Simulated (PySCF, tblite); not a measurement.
**C₆H₅F₂OSi+: geometry, infrared bands and NMR shifts**

Aim: predict the infrared bands and NMR shifts of C₆H₅F₂OSi+ (`O=C1C=CC=C(C(F)F)[SiH+]1`).

Programs: tblite 0.8.0 and PySCF 2.14.0, with density-fitted response routines of our own. Each step states its level of theory. These are calculated values for one molecule in the gas phase, unless marked as measured. Atoms count from 0, in the outputs and in this text.

## (1) The starting structure

15 atoms, charge 1, multiplicity 1; geometry from: force field or distance geometry start.

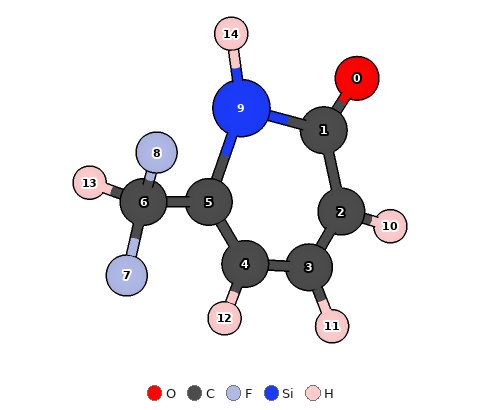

The starting geometry (oxygen red, carbon dark grey, fluorine light blue, silicon blue, hydrogen pink), atoms numbered.

## (2) Geometry optimisation with GFN2-xTB

What the job is given:

```
{"job": {"kind": "relax", "xc": "GFN2-xTB", "basis": "xTB"}, "charge": 1, "multiplicity": 1}
O     -2.694400     1.942300     0.873700
C     -1.850500     1.113000     0.486100
C     -2.144600    -0.137400    -0.177200
C     -1.313500    -1.023800    -0.601000
C      0.115400    -1.031300    -0.481200
C      0.862400    -0.097800     0.053900
C      2.351100    -0.152800     0.128600
F      2.841400    -1.305500    -0.444600
F      2.924900     0.970300    -0.403700
Si    -0.024700     1.381600     0.776300
H     -3.233500    -0.322000    -0.357900
H     -1.763700    -1.923000    -1.090900
H      0.664600    -1.891100    -0.893100
H      2.654500    -0.226200     1.213400
H      0.606200     2.711800     0.895600
```

Command:

```bash
OMP_NUM_THREADS=1 python probes_run.py task.json out
```

The driver reads the jobs from task.json and runs them one after another.

**Question.** This job is followed by: GFN2-xTB harmonic vibrations, gas phase; GIAO PBE0/pcSseg-1 NMR shielding, non-relativistic, gas phase. Predict these results of the whole session: strongest single infrared mode (GFN2-xTB); zero-point energy (GFN2-xTB); 13C shifts against TMS (PBE0/pcSseg-1); 1H shifts against TMS (PBE0/pcSseg-1); 17O shifts against H2O (PBE0/pcSseg-1); 19F shifts against CFCl3 (PBE0/pcSseg-1, means over atoms taken as alike); 29Si shifts against TMS (PBE0/pcSseg-1).

**Answer**, as computed:

```
                                                                 quantity                                         value
                                strongest single infrared mode (GFN2-xTB)                         1706 cm⁻¹, 262 km/mol
                                             zero-point energy (GFN2-xTB)                                 57.6 kcal/mol
                                   13C shifts against TMS (PBE0/pcSseg-1)  204.9, 170.6, 170.1, 143.8, 143.2, 117.3 ppm
                                    1H shifts against TMS (PBE0/pcSseg-1)              8.60, 8.39, 7.74, 6.85, 6.69 ppm
                                   17O shifts against H2O (PBE0/pcSseg-1)                                    1040.7 ppm
19F shifts against CFCl3 (PBE0/pcSseg-1, means over atoms taken as alike)                                    -113.5 ppm
                                  29Si shifts against TMS (PBE0/pcSseg-1)                                     206.3 ppm
```

**Reading.** The optimisation took 103 steps and gained 0.747 eV; among the close pairs (by a distance rule), C1–Si9 changed most, from 1.868 to 1.981 Å. No mode is imaginary among the 39: a minimum at this level. The strongest single mode, at 1706 cm⁻¹, moves mainly C1 and O0. GFN2-xTB is a fitted tight-binding method: band positions and strengths are rough. Its intensities can rank the bands wrongly. At PBE0/pcSseg-1: Shielding is most anisotropic at O0 (span 2221 ppm, paramagnetic term -1098 ppm).
